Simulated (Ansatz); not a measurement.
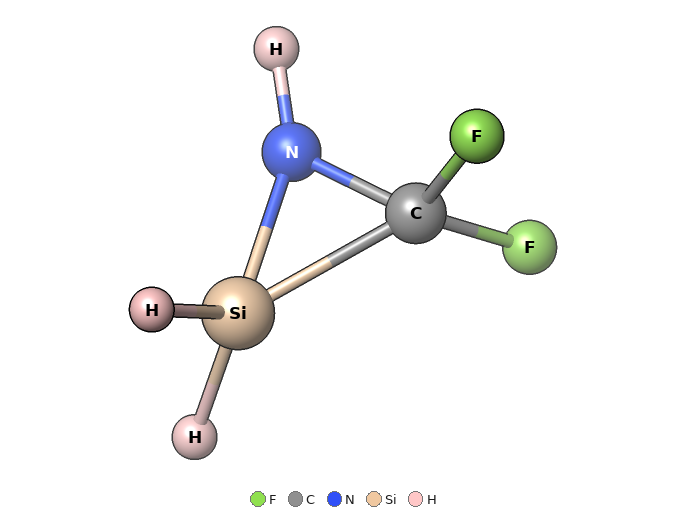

Orthographic view. Atoms fade into the background with distance from the viewer. Computed geometry: PBE0-D4/def2-TZVP optimisation.

**Write the InChI string.**

InChI=1S/CH3F2NSi/c2-1(3)4-5-1/h4H,5H2
